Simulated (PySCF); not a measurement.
**GeBrF2 (SMILES [F][Ge]([F])[Br]) at UHF/x2c-TZVPPall (sfX2C)**

Aim: the vertical ionisation energy of GeBrF2 at UHF/x2c-TZVPPall (sfX2C), from 2 runs. The job is set up through a Python script.

The calculation is run with PySCF 2.14.0.

**1. The structure to begin with**

GeBrF2: 4 atoms, total charge 0, spin state doublet. As SMILES, `[F][Ge]([F])[Br]`. The shape is that of a PBE0-D4/def2-TZVP optimisation.

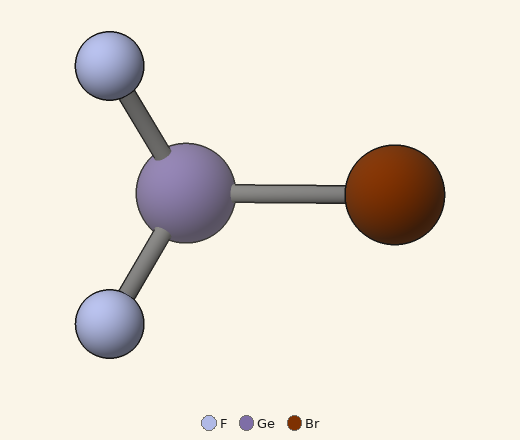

Viewed from a chosen angle; fluorine light blue, germanium purple, bromine brown.

**2. A single-point energy at UHF/x2c-TZVPPall (sfX2C)**

The input, calc.py:

```python
from pyscf import gto, scf

mol = gto.M(
    atom='''
F      2.021062     1.508946     1.887269
Ge    -0.449566    -0.347710     0.838283
F      1.027444    -2.996161    -0.368308
Br    -2.493872     1.721352    -2.395606
''',
    verbose=4,
    unit='bohr',
    max_memory=1860,
    basis='x2c-tzvppall',
    spin=1,
)

mf = scf.UHF(mol)
mf = mf.sfx2c1e()
mf.conv_tol = 1e-10
mf.kernel()
if not mf.converged:
    mf = mf.newton().run(mf.mo_coeff, mf.mo_occ)

e_tot = mf.e_tot
print(f'total energy: {e_tot:.8f} hartree')
```

Launch:

```console
$ OMP_NUM_THREADS=1 python calc.py
```

What it wrote:

```text
PySCF version 2.14.0

[INPUT] num. atoms = 4
[INPUT] num. electrons = 85
[INPUT] charge = 0
[INPUT] spin (= nelec alpha-beta = 2S) = 1
[INPUT] symmetry False subgroup None
[INPUT] Mole.unit = bohr
[INPUT] Symbol           X                Y                Z      unit          X                Y                Z       unit  Magmom
[INPUT]  1 F      1.069499952256   0.798499835709   0.998699745676 AA    2.021062000000   1.508946000000   1.887269000000 Bohr   0.0
[INPUT]  2 Ge    -0.237900082004  -0.184000208009   0.443600259902 AA   -0.449566000000  -0.347710000000   0.838283000000 Bohr   0.0
[INPUT]  3 F      0.543699950296  -1.585500121447  -0.194900200200 AA    1.027444000000  -2.996161000000  -0.368308000000 Bohr   0.0
[INPUT]  4 Br    -1.319700229351   0.910900250372  -1.267700101543 AA   -2.493872000000   1.721352000000  -2.395606000000 Bohr   0.0

nuclear repulsion = 550.942533223125
number of shells = 16
number of NR pGTOs = 295
number of NR cGTOs = 158
basis = x2c-tzvppall
ecp = {}

[... 89 lines left out ...]
converged SCF energy = -4900.7860366429  <S^2> = 0.76368143  2S+1 = 2.013635
total energy: -4900.78603664 hartree
```

Run time: 23 s. Hardware: 1 thread of Arm Neoverse V1, shared host; peak memory 0.78 GiB.

**3. The singlet cation, same level**

The input, calc.py:

```python
from pyscf import gto

mol = gto.M(
    atom='''
F    1.069500   0.798500   0.998700
Ge  -0.237900  -0.184000   0.443600
F    0.543700  -1.585500  -0.194900
Br  -1.319700   0.910900  -1.267700
''',
    charge=1,
    max_memory=1860,
    basis='x2c-tzvppall',
    verbose=4,
)

mf = mol.RHF()
mf = mf.sfx2c1e()
mf.conv_tol = 1e-10
mf.kernel()
if not mf.converged:
    mf = mf.newton().run(mf.mo_coeff, mf.mo_occ)

e_final = mf.e_tot
print('Final energy', e_final)
```

Launch:

```console
$ OMP_NUM_THREADS=1 python calc.py
```

What it wrote:

```text
PySCF version 2.14.0

[INPUT] num. atoms = 4
[INPUT] num. electrons = 84
[INPUT] charge = 1
[INPUT] spin (= nelec alpha-beta = 2S) = 0
[INPUT] symmetry False subgroup None
[INPUT] Mole.unit = angstrom
[INPUT] Symbol           X                Y                Z      unit          X                Y                Z       unit  Magmom
[INPUT]  1 F      1.069500000000   0.798500000000   0.998700000000 AA    2.021062090222   1.508946310465   1.887269480603 Bohr   0.0
[INPUT]  2 Ge    -0.237900000000  -0.184000000000   0.443600000000 AA   -0.449565845034  -0.347709606920   0.838282508857 Bohr   0.0
[INPUT]  3 F      0.543700000000  -1.585500000000  -0.194900000000 AA    1.027444093926  -2.996160770498  -0.368307621678 Bohr   0.0
[INPUT]  4 Br    -1.319700000000   0.910900000000  -1.267700000000 AA   -2.493871566589   1.721351526866  -2.395605808111 Bohr   0.0

nuclear repulsion = 550.942601095406
number of shells = 16
number of NR pGTOs = 295
number of NR cGTOs = 158
basis = x2c-tzvppall
ecp = {}

******** <class 'pyscf.x2c.sfx2c1e.sfX2C1eRHF'> ********
method = sfX2C1eRHF
initial guess = minao
damping factor = 0
level_shift factor = 0
DIIS = <class 'pyscf.scf.diis.CDIIS'>
diis_start_cycle = 1
diis_space = 8
diis_damp = 0
SCF conv_tol = 1e-10
SCF conv_tol_grad = None
SCF max_cycles = 50
direct_scf = True
direct_scf_tol = 1e-13

******** <class 'pyscf.x2c.sfx2c1e.SpinFreeX2CHelper'> ********
approx = 1e
xuncontract = 1
Set gradient conv threshold to 1e-05
Initial guess from minao.
init E= -4900.77588583964
  HOMO = -0.41323196527248  LUMO = -0.20967136360828  gap/eV = 5.53917
cycle= 1 E= -4900.23193811595  delta_E= 0.544  |g|= 0.849  |ddm|= 1.96
  HOMO = -0.698863751746986  LUMO = -0.448451801772222  gap/eV = 6.81406
cycle= 2 E= -4900.33515136814  delta_E= -0.103  |g|= 0.691  |ddm|= 1.09
  HOMO = -0.695843840490737  LUMO = -0.378793019631843  gap/eV = 8.62739
cycle= 3 E= -4900.40229821106  delta_E= -0.0671  |g|= 0.0634  |ddm|= 0.349
  HOMO = -0.689743291837156  LUMO = -0.350750970760657  gap/eV = 9.22445
cycle= 4 E= -4900.4035583644  delta_E= -0.00126  |g|= 0.0221  |ddm|= 0.0683
  HOMO = -0.688260397405342  LUMO = -0.347837636560463  gap/eV = 9.26338
cycle= 5 E= -4900.40384161508  delta_E= -0.000283  |g|= 0.00798  |ddm|= 0.0339
  HOMO = -0.690093550814762  LUMO = -0.346831533842654  gap/eV = 9.34064
cycle= 6 E= -4900.40389653721  delta_E= -5.49e-05  |g|= 0.00359  |ddm|= 0.0161
  HOMO = -0.689998582162956  LUMO = -0.346872443124575  gap/eV = 9.33694
cycle= 7 E= -4900.40390713204  delta_E= -1.06e-05  |g|= 0.00178  |ddm|= 0.00688
  HOMO = -0.690247284440038  LUMO = -0.34674335559103  gap/eV = 9.34722
cycle= 8 E= -4900.40391215363  delta_E= -5.02e-06  |g|= 0.000869  |ddm|= 0.00577
  HOMO = -0.690413483732923  LUMO = -0.346672745578147  gap/eV = 9.35366
cycle= 9 E= -4900.4039140515  delta_E= -1.9e-06  |g|= 0.000396  |ddm|= 0.00441
  HOMO = -0.690448825553739  LUMO = -0.346677821789442  gap/eV = 9.35449
cycle= 10 E= -4900.40391442114  delta_E= -3.7e-07  |g|= 0.000167  |ddm|= 0.00211
  HOMO = -0.690457888194108  LUMO = -0.346684090665384  gap/eV = 9.35456
cycle= 11 E= -4900.4039144707  delta_E= -4.96e-08  |g|= 6.23e-05  |ddm|= 0.000814
  HOMO = -0.69045926455141  LUMO = -0.346683899658274  gap/eV = 9.35460
cycle= 12 E= -4900.40391447474  delta_E= -4.04e-09  |g|= 3.13e-05  |ddm|= 0.000194
  HOMO = -0.690456221211971  LUMO = -0.346685576019333  gap/eV = 9.35448
cycle= 13 E= -4900.40391447591  delta_E= -1.17e-09  |g|= 1.29e-05  |ddm|= 9.6e-05
  HOMO = -0.690454023177834  LUMO = -0.346685537793711  gap/eV = 9.35442
cycle= 14 E= -4900.40391447609  delta_E= -1.89e-10  |g|= 3.94e-06  |ddm|= 3.81e-05
  HOMO = -0.690453622276212  LUMO = -0.346685390530077  gap/eV = 9.35441
cycle= 15 E= -4900.40391447612  delta_E= -2.64e-11  |g|= 1.66e-06  |ddm|= 1.29e-05
  HOMO = -0.690453286674632  LUMO = -0.34668558234322  gap/eV = 9.35440
Extra cycle  E= -4900.40391447612  delta_E= 2.73e-12  |g|= 9.29e-07  |ddm|= 1.9e-06
converged SCF energy = -4900.40391447612
Final energy -4900.403914476118
```

Wall time 15 s (1 thread of Arm Neoverse V1, shared host); peak memory 0.79 GiB.

**4. Outcome**

At UHF/x2c-TZVPPall (sfX2C):

```
                                          quantity           value
                      doublet GeBrF2: total energy  -4900.78604 Eh
                     doublet GeBrF2: dipole moment          2.33 D
doublet GeBrF2: HOMO energy (highest over α and β)       -11.24 eV
 doublet GeBrF2: LUMO energy (lowest over α and β)        -0.91 eV
                              doublet GeBrF2: ⟨S²⟩           0.764
                      singlet cation: total energy  -4900.40391 Eh
                       singlet cation: HOMO energy       -18.79 eV
                       singlet cation: LUMO energy        -9.43 eV
                     singlet cation: HOMO–LUMO gap         9.35 eV
vertical ionisation energy (to the singlet cation)       10.398 eV
```

Removing an electron at fixed nuclei costs 10.40 eV (240 kcal/mol). Only the singlet of the ionised species was computed; a triplet could lie lower. Mulliken charges (doublet GeBrF2) run from -0.42 on F1 to +1.09 on Ge2; they depend strongly on the basis. Mulliken charges (singlet cation) run from -0.29 on F3 to +1.42 on Ge2.
